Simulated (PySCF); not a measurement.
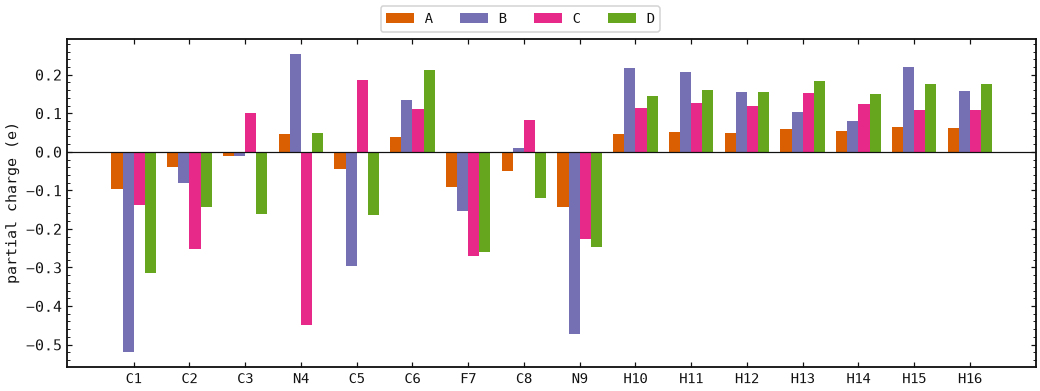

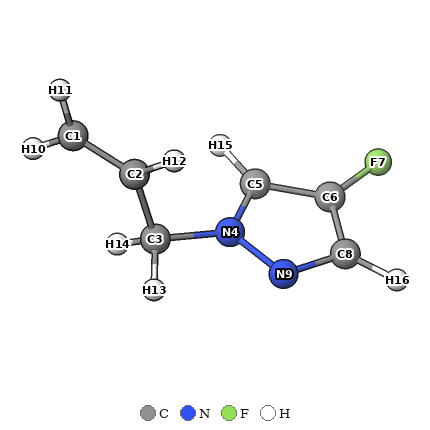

Atomic charges of C₆H₇FN₂, SMILES C=CCn1cc(F)cn1 by 4 schemes, PBE0/pcSseg-1, PySCF 2.14.0, at a GFN2-xTB geometry (no frequency check).

**The schemes are ESP fit, Hirshfeld, IAO and Mulliken. Which series is which?**

A: Hirshfeld (C5 −0.05 e); B: ESP fit (C5 −0.30 e); C: Mulliken (C5 0.19 e); D: IAO (C5 −0.16 e).

Note: the tight-binding geometry is rougher than a DFT one and adds to the error; one conformer of a flexible molecule.
